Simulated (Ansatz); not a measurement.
# Ge$_{2}$H$_{4}$O$_{2}$: what the fields show

Input

```
crystal:
  periodic: [false, false, false]
  atoms:
    - { symbol: O, position_ang: [0.1131, 1.774, -1.0515] }
    - { symbol: Ge, position_ang: [-0.4139, 0.7351, 0.2794] }
    - { symbol: O, position_ang: [1.0026, -0.1285, 0.8614] }
    - { symbol: Ge, position_ang: [0.3948, -1.5209, 0.0245] }
    - { symbol: H, position_ang: [-0.792, 2.133, -1.4552] }
    - { symbol: H, position_ang: [-1.1665, 1.3475, 1.4948] }
    - { symbol: H, position_ang: [1.153, -1.8578, -1.2509] }
    - { symbol: H, position_ang: [-0.1989, -2.5394, 1.0416] }
basis:
  gaussian: { orbitals: def2-SVP }
hamiltonian:
  xc: b3lyp
  dispersion: d4
relax:
  f_tol: 0.02
  max_steps: 50
output:
  orbitals: {}
```

Launched as:

```sh
ansatz run input.yaml --threads 2 --pin off --max-ram 3072MiB --backend cpu --events-out ev --progress --plain --runs-dir out
```

The fields are those of the run's last geometry, not of the input's.

Computed with RKS B3LYP-D4/def2-SVP (Ansatz 0.2.0).

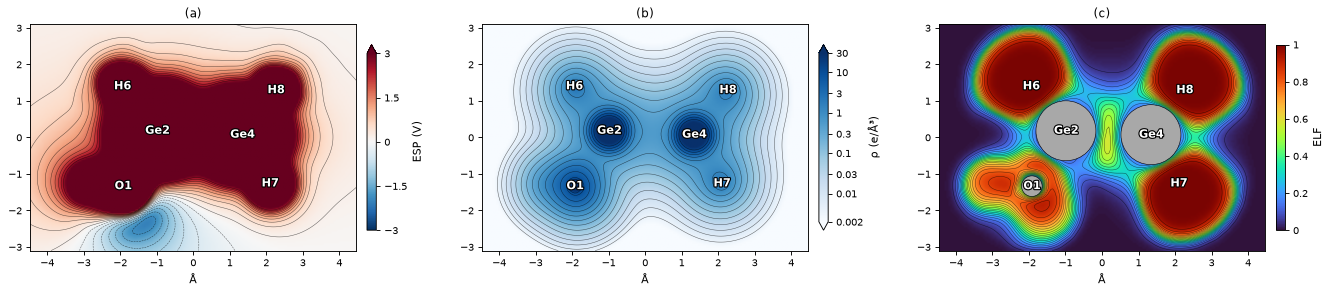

Figure 1. (a) electrostatic potential; (b) electron density; (c) electron localisation function on the plane of atoms Ge2, Ge4 and H7. Grey discs cover the atomic cores in the ELF map.

> Describe what can be read from this map.

- The plane passes through O, Ge and H nuclei.
- Ge–O (1.78 Å): the density is about 0.95 e/Å³ at the midpoint; the ELF peaks at about 0.85 in the valence shell of O, 0.6 Å from its nucleus, and is about 0.35 at the midpoint.
- Ge–Ge (2.33 Å): the density is about 0.54 e/Å³ at the midpoint; the ELF reaches about 0.55 near the midpoint.
- Ge–H (1.54 Å): the density is about 1.1 e/Å³ at the midpoint; the ELF climbs to about 1 towards the hydrogen.
- The ELF also peaks beside O1, away from the bonds: lone-pair regions.
- Outside the dense part of the molecule the potential is most negative (−2.0 V) near O1.

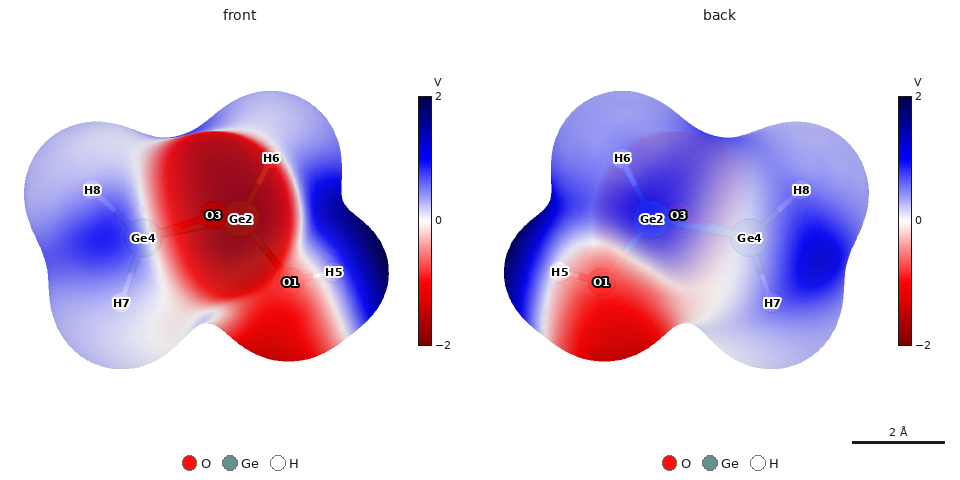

Figure 2. The molecular electrostatic potential painted on the density surface at 0.001 e/bohr³, seen from the front and from behind; red is negative and blue positive.

> Where is the surface potential most negative and most positive?

The most negative region (about −1.7 V) lies over O3, the most positive (about +1.9 V) over H5. O3 is the likeliest acceptor of a hydrogen bond.

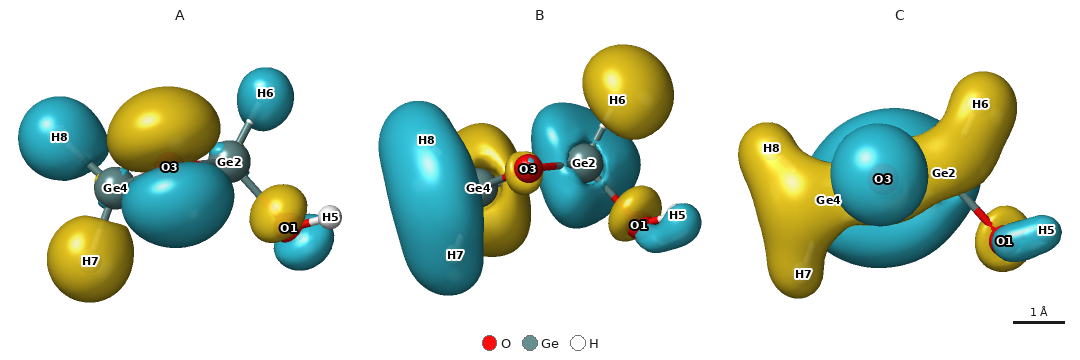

Figure 3. Three frontier orbitals at ±0.08 Å⁻³ᐟ² (yellow and cyan are the two phases), in no order.

> Order the three orbitals by energy and name them.

A is the HOMO−1 (−7.69 eV). Its weight (Hirshfeld) is mainly on O3 (about 65 %), Ge4 (about 10 %) and Ge2 (about 5 %); largely a lone pair of O3. C is the HOMO (−6.61 eV). Its weight (Hirshfeld) is mainly on O3 (about 30 %), Ge4 (about 30 %) and Ge2 (about 30 %). B is the LUMO (−1.50 eV). It lies mainly on Ge4 (about 45 %), Ge2 (about 30 %) and H6 (about 10 %).

> What is the HOMO–LUMO gap?

5.11 eV between the orbital energies.

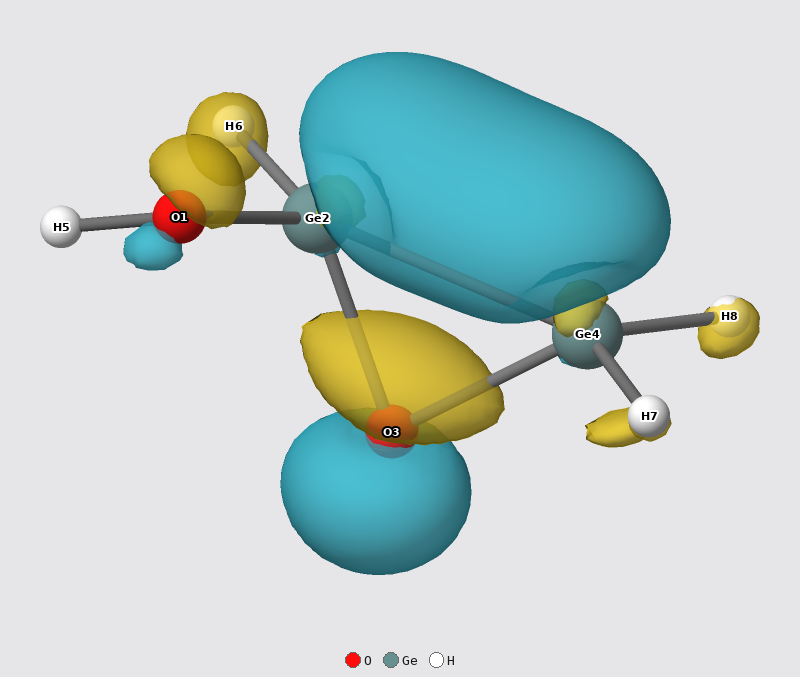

Figure 4. The HOMO at ±0.15 Å⁻³ᐟ² (yellow and cyan are the two phases), seen at an oblique angle.

> What is the character of this orbital?

By Hirshfeld shares it lies mainly on O3 (about 30 %), Ge4 (about 30 %) and Ge2 (about 30 %). Its energy is −6.61 eV.
